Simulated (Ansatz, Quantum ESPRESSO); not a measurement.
# Ballistic transmission: Cu(111) with one reversed stacking step (an intrinsic fault), part 2 of 3

Wanted: the transmission near the Fermi level and the conductance of this junction: Cu(111) with one reversed stacking step (an intrinsic fault).

Quantum ESPRESSO 7.5; plane-wave DFT, PBE, GBRV ultrasoft pseudopotentials; cross-check by Ansatz 0.2.0 with PAW datasets.

So far. Step 2 (Self-consistent run): The run needed 14 iterations to bring the estimated error under 1e-07 Ry; the largest force on any atom, held or free, is 0.02 eV/Å.

**3. The open system**

Level of this step: transmission by pwcond, lead and junction from one cell; plane-wave DFT, PBE, GBRV ultrasoft pseudopotentials (Quantum ESPRESSO).

prefixt takes both regions from one run: the lead from 0 to bdl, the scattering region from bdl to bds (units of alat). ikind = 1 puts the same lead on both sides. The program's T_tot counts both spins in a run without spin; the tables below give T per spin.

Input file cond.in:

```
&inputcond
  outdir = './out'
  prefixt = 'scf'
  tran_file = 'cond.dat'
  bdl = 2.4494897430
  bds = 11.4309521338
  ikind = 1
  ewind = 4.0
  epsproj = 1e-05
  nz1 = 7
  energy0 = 0.4
  denergy = -0.4
/
10
  0.00000000 0.00000000 0.01562500
  0.00000000 0.12500000 0.09375000
  0.00000000 0.25000000 0.09375000
  0.00000000 0.37500000 0.09375000
  0.00000000 0.50000000 0.04687500
  0.12500000 0.25000000 0.09375000
  0.12500000 0.37500000 0.18750000
  0.12500000 0.50000000 0.18750000
  0.25000000 0.50000000 0.09375000
  0.25000000 0.62500000 0.09375000
3
```

Command:

```
OMP_NUM_THREADS=1 mpirun -n 8 pwcond.x -in cond.in > cond.out
```

The log of the run:

```text
[banner, memory and clock lines left out]
Program PWCOND v.7.5 starts

          URL

     ./out/scf.save/

     IMPORTANT: XC functional enforced from input :
     Exchange-correlation= PBE
                           (   1   4   3   4   0   0   0)
     Any further DFT definition will be discarded
     Please, verify this is what you really want

     Check: negative core charge=   -0.000002
     Reading collected, re-writing distributed wavefunctions

===== INPUT FILE containing all the regions =====

     GEOMETRY:

     lattice parameter (alat)  =       4.8639  a.u.
     the volume                =    1139.1182 (a.u.)^3
     the cross section         =      20.4881 (a.u.)^2
     l of the unit cell        =      11.4310 (alat)
     number of atoms/cell      =           14
     number of atomic types    =            1

     crystal axes: (cart. coord. in units of alat)
               a(1) = (  1.0000  0.0000  0.0000 )
               a(2) = (  0.5000  0.8660  0.0000 )
               a(3) = (  0.0000  0.0000 11.4310 )

   Cartesian axes

     site n.     atom                  positions (alat units)
          1        Cu     tau(  1)=(  0.0000  0.0000 11.4310  )
          2        Cu     tau(  2)=(  0.5000  0.2887  0.8165  )
          3        Cu     tau(  3)=(  1.0000  0.5774  1.6330  )
          4        Cu     tau(  4)=(  0.0000  0.0000  2.4495  )
          5        Cu     tau(  5)=(  0.5000  0.2887  3.2660  )
          6        Cu     tau(  6)=(  1.0000  0.5774  4.0825  )
          7        Cu     tau(  7)=(  0.5000  0.2887  4.8990  )
          8        Cu     tau(  8)=(  1.0000  0.5774  5.7155  )
          9        Cu     tau(  9)=(  0.0000  0.0000  6.5320  )
         10        Cu     tau( 10)=(  0.5000  0.2887  7.3485  )
         11        Cu     tau( 11)=(  1.0000  0.5774  8.1650  )
         12        Cu     tau( 12)=(  0.0000  0.0000  8.9815  )
         13        Cu     tau( 13)=(  0.5000  0.2887  9.7980  )
         14        Cu     tau( 14)=(  1.0000  0.5774 10.6145  )

     nr1s                      =           20
     nr2s                      =           20
     nr3s                      =          225
     nr1sx                     =           20
     nr2sx                     =           20
     nr3sx                     =          225
     nr1                       =           24
     nr2                       =           24
     nr3                       =          256
     nr1x                      =           24
     nr2x                      =           24
     nr3x                      =          256

 _______________________________
  Radii of nonlocal spheres:

     type       ibeta     ang. mom.          radius (alat units)
       Cu         1         0                    0.3212
       Cu         2         0                    0.3212
       Cu         3         1                    0.3212
       Cu         4         1                    0.3212
       Cu         5         2                    0.3212
       Cu         6         2                    0.3212
----- General information -----

--- T calc. with identical leads (ikind=1) ---

     nrx                       =           20
     nry                       =           20
     nz1                       =            7

     energy0               =         4.0E-01
     denergy               =        -4.0E-01
     nenergy               =          3
     ecut2d                =         4.0E+01
     ewind                 =         4.0E+00
     epsproj               =         1.0E-05

     number of k_|| points=   10
                       cryst. coord.
        k(    1) = (   0.0000000   0.0000000), wk =   0.0156250
        k(    2) = (   0.0000000   0.1250000), wk =   0.0937500
        k(    3) = (   0.0000000   0.2500000), wk =   0.0937500
        k(    4) = (   0.0000000   0.3750000), wk =   0.0937500
        k(    5) = (   0.0000000   0.5000000), wk =   0.0468750
        k(    6) = (   0.1250000   0.2500000), wk =   0.0937500
        k(    7) = (   0.1250000   0.3750000), wk =   0.1875000
        k(    8) = (   0.1250000   0.5000000), wk =   0.1875000
        k(    9) = (   0.2500000   0.5000000), wk =   0.0937500
        k(   10) = (   0.2500000   0.6250000), wk =   0.0937500
----- Information about left/right lead -----

     nocros                   =           18
     noins                    =           36
     norb                     =           72
     norbf                    =          216
     nrz                      =           48

      iorb      type   ibeta   ang. mom.   m       position (alat)
        1        1       1        0        1   taunew(   1)=(  0.0000  0.0000  0.0000)
        2        1       2        0        1   taunew(   2)=(  0.0000  0.0000  0.0000)
        3        1       3        1        1   taunew(   3)=(  0.0000  0.0000  0.0000)
        4        1       3        1        2   taunew(   4)=(  0.0000  0.0000  0.0000)
        5        1       3        1        3   taunew(   5)=(  0.0000  0.0000  0.0000)
        6        1       4        1        1   taunew(   6)=(  0.0000  0.0000  0.0000)
        7        1       4        1        2   taunew(   7)=(  0.0000  0.0000  0.0000)
        8        1       4        1        3   taunew(   8)=(  0.0000  0.0000  0.0000)
        9        1       5        2        1   taunew(   9)=(  0.0000  0.0000  0.0000)
       10        1       5        2        2   taunew(  10)=(  0.0000  0.0000  0.0000)
       11        1       5        2        3   taunew(  11)=(  0.0000  0.0000  0.0000)
       12        1       5        2        4   taunew(  12)=(  0.0000  0.0000  0.0000)
       13        1       5        2        5   taunew(  13)=(  0.0000  0.0000  0.0000)
       14        1       6        2        1   taunew(  14)=(  0.0000  0.0000  0.0000)
       15        1       6        2        2   taunew(  15)=(  0.0000  0.0000  0.0000)
       16        1       6        2        3   taunew(  16)=(  0.0000  0.0000  0.0000)
       17        1       6        2        4   taunew(  17)=(  0.0000  0.0000  0.0000)
       18        1       6        2        5   taunew(  18)=(  0.0000  0.0000  0.0000)
       19        1       1        0        1   taunew(  19)=(  0.5000  0.2887  0.8165)
       20        1       2        0        1   taunew(  20)=(  0.5000  0.2887  0.8165)
       21        1       3        1        1   taunew(  21)=(  0.5000  0.2887  0.8165)
       22        1       3        1        2   taunew(  22)=(  0.5000  0.2887  0.8165)
       23        1       3        1        3   taunew(  23)=(  0.5000  0.2887  0.8165)
       24        1       4        1        1   taunew(  24)=(  0.5000  0.2887  0.8165)
       25        1       4        1        2   taunew(  25)=(  0.5000  0.2887  0.8165)
[...]
156        1       5        2        4   taunew( 156)=(  0.0000  0.0000  6.5320)
      157        1       5        2        5   taunew( 157)=(  0.0000  0.0000  6.5320)
      158        1       6        2        1   taunew( 158)=(  0.0000  0.0000  6.5320)
      159        1       6        2        2   taunew( 159)=(  0.0000  0.0000  6.5320)
      160        1       6        2        3   taunew( 160)=(  0.0000  0.0000  6.5320)
      161        1       6        2        4   taunew( 161)=(  0.0000  0.0000  6.5320)
      162        1       6        2        5   taunew( 162)=(  0.0000  0.0000  6.5320)
      163        1       1        0        1   taunew( 163)=(  0.5000  0.2887  7.3485)
      164        1       2        0        1   taunew( 164)=(  0.5000  0.2887  7.3485)
      165        1       3        1        1   taunew( 165)=(  0.5000  0.2887  7.3485)
      166        1       3        1        2   taunew( 166)=(  0.5000  0.2887  7.3485)
      167        1       3        1        3   taunew( 167)=(  0.5000  0.2887  7.3485)
      168        1       4        1        1   taunew( 168)=(  0.5000  0.2887  7.3485)
      169        1       4        1        2   taunew( 169)=(  0.5000  0.2887  7.3485)
      170        1       4        1        3   taunew( 170)=(  0.5000  0.2887  7.3485)
      171        1       5        2        1   taunew( 171)=(  0.5000  0.2887  7.3485)
      172        1       5        2        2   taunew( 172)=(  0.5000  0.2887  7.3485)
      173        1       5        2        3   taunew( 173)=(  0.5000  0.2887  7.3485)
      174        1       5        2        4   taunew( 174)=(  0.5000  0.2887  7.3485)
      175        1       5        2        5   taunew( 175)=(  0.5000  0.2887  7.3485)
      176        1       6        2        1   taunew( 176)=(  0.5000  0.2887  7.3485)
      177        1       6        2        2   taunew( 177)=(  0.5000  0.2887  7.3485)
      178        1       6        2        3   taunew( 178)=(  0.5000  0.2887  7.3485)
      179        1       6        2        4   taunew( 179)=(  0.5000  0.2887  7.3485)
      180        1       6        2        5   taunew( 180)=(  0.5000  0.2887  7.3485)
      181        1       1        0        1   taunew( 181)=(  1.0000  0.5774  8.1650)
      182        1       2        0        1   taunew( 182)=(  1.0000  0.5774  8.1650)
      183        1       3        1        1   taunew( 183)=(  1.0000  0.5774  8.1650)
      184        1       3        1        2   taunew( 184)=(  1.0000  0.5774  8.1650)
      185        1       3        1        3   taunew( 185)=(  1.0000  0.5774  8.1650)
      186        1       4        1        1   taunew( 186)=(  1.0000  0.5774  8.1650)
      187        1       4        1        2   taunew( 187)=(  1.0000  0.5774  8.1650)
      188        1       4        1        3   taunew( 188)=(  1.0000  0.5774  8.1650)
      189        1       5        2        1   taunew( 189)=(  1.0000  0.5774  8.1650)
      190        1       5        2        2   taunew( 190)=(  1.0000  0.5774  8.1650)
      191        1       5        2        3   taunew( 191)=(  1.0000  0.5774  8.1650)
      192        1       5        2        4   taunew( 192)=(  1.0000  0.5774  8.1650)
      193        1       5        2        5   taunew( 193)=(  1.0000  0.5774  8.1650)
      194        1       6        2        1   taunew( 194)=(  1.0000  0.5774  8.1650)
      195        1       6        2        2   taunew( 195)=(  1.0000  0.5774  8.1650)
      196        1       6        2        3   taunew( 196)=(  1.0000  0.5774  8.1650)
      197        1       6        2        4   taunew( 197)=(  1.0000  0.5774  8.1650)
      198        1       6        2        5   taunew( 198)=(  1.0000  0.5774  8.1650)
      199        1       1        0        1   taunew( 199)=(  0.0000  0.0000  8.9815)
      200        1       2        0        1   taunew( 200)=(  0.0000  0.0000  8.9815)
      201        1       3        1        1   taunew( 201)=(  0.0000  0.0000  8.9815)
      202        1       3        1        2   taunew( 202)=(  0.0000  0.0000  8.9815)
      203        1       3        1        3   taunew( 203)=(  0.0000  0.0000  8.9815)
      204        1       4        1        1   taunew( 204)=(  0.0000  0.0000  8.9815)
      205        1       4        1        2   taunew( 205)=(  0.0000  0.0000  8.9815)
      206        1       4        1        3   taunew( 206)=(  0.0000  0.0000  8.9815)
      207        1       5        2        1   taunew( 207)=(  0.0000  0.0000  8.9815)
      208        1       5        2        2   taunew( 208)=(  0.0000  0.0000  8.9815)
      209        1       5        2        3   taunew( 209)=(  0.0000  0.0000  8.9815)
      210        1       5        2        4   taunew( 210)=(  0.0000  0.0000  8.9815)
      211        1       5        2        5   taunew( 211)=(  0.0000  0.0000  8.9815)
      212        1       6        2        1   taunew( 212)=(  0.0000  0.0000  8.9815)
      213        1       6        2        2   taunew( 213)=(  0.0000  0.0000  8.9815)
      214        1       6        2        3   taunew( 214)=(  0.0000  0.0000  8.9815)
      215        1       6        2        4   taunew( 215)=(  0.0000  0.0000  8.9815)
      216        1       6        2        5   taunew( 216)=(  0.0000  0.0000  8.9815)
 ngper, shell number =           61           9
 ngper, n2d =           61          55
---  E-Ef =    0.4000000  k =    0.0000000   0.0000000
---  ie =          1  ik =          1
 Nchannels of the left tip =            0
 Right moving states:
   k1(2pi/a)   k2(2pi/a)   E-Ef (eV)
 Left moving states:
   k1(2pi/a)   k2(2pi/a)   E-Ef (eV)

 to transmit
          E-Ef(ev), T =    0.4000000   0.0000000
---  E-Ef =    0.0000000  k =    0.0000000   0.0000000
---  ie =          2  ik =          1
 Nchannels of the left tip =            0
 Right moving states:
   k1(2pi/a)   k2(2pi/a)   E-Ef (eV)
 Left moving states:
   k1(2pi/a)   k2(2pi/a)   E-Ef (eV)

 to transmit
          E-Ef(ev), T =    0.0000000   0.0000000
---  E-Ef =   -0.4000000  k =    0.0000000   0.0000000
---  ie =          3  ik =          1
 Nchannels of the left tip =            0
 Right moving states:
   k1(2pi/a)   k2(2pi/a)   E-Ef (eV)
 Left moving states:
   k1(2pi/a)   k2(2pi/a)   E-Ef (eV)

 to transmit
          E-Ef(ev), T =   -0.4000000   0.0000000
 ngper, shell number =           61          34
 ngper, n2d =           61          59
[... further energies and points left out ...]
---  E-Ef =    0.4000000  k =    0.2500000   0.6250000
---  ie =          1  ik =         10
 Nchannels of the left tip =            0
 Right moving states:
   k1(2pi/a)   k2(2pi/a)   E-Ef (eV)
 Left moving states:
   k1(2pi/a)   k2(2pi/a)   E-Ef (eV)

 to transmit
          E-Ef(ev), T =    0.4000000   0.0000000
---  E-Ef =    0.0000000  k =    0.2500000   0.6250000
---  ie =          2  ik =         10
 Nchannels of the left tip =            0
 Right moving states:
   k1(2pi/a)   k2(2pi/a)   E-Ef (eV)
 Left moving states:
   k1(2pi/a)   k2(2pi/a)   E-Ef (eV)

 to transmit
          E-Ef(ev), T =    0.0000000   0.0000000
---  E-Ef =   -0.4000000  k =    0.2500000   0.6250000
---  ie =          3  ik =         10
 Nchannels of the left tip =            0
 Right moving states:
   k1(2pi/a)   k2(2pi/a)   E-Ef (eV)
 Left moving states:
   k1(2pi/a)   k2(2pi/a)   E-Ef (eV)

 to transmit
          E-Ef(ev), T =   -0.4000000   0.0000000
   T_tot     0.40000      0.17678E+01
   T_tot     0.00000      0.17109E+01
   T_tot    -0.40000      0.12166E+01

Note: The following floating-point exceptions are signalling: IEEE_UNDERFLOW_FLAG
Note: The following floating-point exceptions are signalling: IEEE_UNDERFLOW_FLAG
Note: The following floating-point exceptions are signalling: IEEE_UNDERFLOW_FLAG
Note: The following floating-point exceptions are signalling: IEEE_UNDERFLOW_FLAG
Note: The following floating-point exceptions are signalling: IEEE_UNDERFLOW_FLAG
Note: The following floating-point exceptions are signalling: IEEE_UNDERFLOW_FLAG
Note: The following floating-point exceptions are signalling: IEEE_UNDERFLOW_FLAG
Note: The following floating-point exceptions are signalling: IEEE_UNDERFLOW_FLAG
```

It took 13 s on 8 MPI ranks of Arm Neoverse V2, shared host; peak memory 0.47 GiB; 1.8 min of CPU time.

Numbers from this step:

- lead channels at the Fermi level, one spin: 0.8906
- transmission at the Fermi level, one spin: 0.8555
- conductance: 0.8555 G₀

Per spin; mean over the k mesh across the current. Open channels, zone mean against energy, zero at the Fermi level:

```tsv
energy (eV)	open channels, zone mean
-0.400	0.797
0.000	0.891
0.400	0.891
```

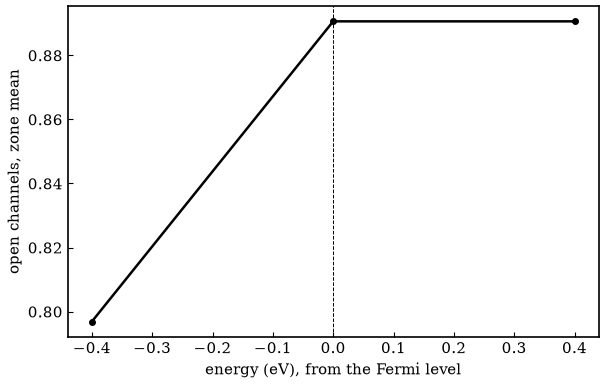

Open channels, zone mean against energy.

Per spin; mean over the k mesh across the current. The transmission, zone mean by energy, zero at the Fermi level:

```tsv
energy (eV)	transmission, zone mean
-0.400	0.608
0.000	0.855
0.400	0.884
```

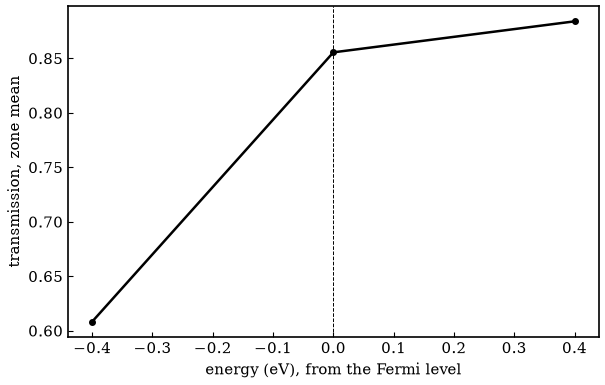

Transmission, zone mean, plotted against energy.

At 0.000 eV; k in fractions of b1, b2. Transmission by k point:

```tsv
k1	k2	weight	t	channels
0	0	0.01562	0	0
0	0.125	0.09375	0.9999	1
0	0.25	0.09375	1	1
0	0.375	0.09375	0.9999	1
0	0.5	0.04688	0.292	1
0.125	0.25	0.09375	1	1
0.125	0.375	0.1875	1	1
0.125	0.5	0.1875	0.9918	1
0.25	0.5	0.09375	0.9952	1
0.25	0.625	0.09375	0	0
```

At no point does T exceed the number of channels.

(Part 2 of 3 ends here.)

[Logs are printed without paths, hosts, clocks, repeated set-up lines and the standing remarks that a program may print on its own settings, such as how far it seeks lower states.]

[Hosts, paths, dates, database ids (printed as entryN), source tags and the programs' standing remarks are cut or masked in the printed files.]

[Maps of the electrostatic potential energy from Ansatz leave out the sawtooth potential of an applied field or a dipole correction, so their vacuum need not be flat; planar profiles and work functions include it.]
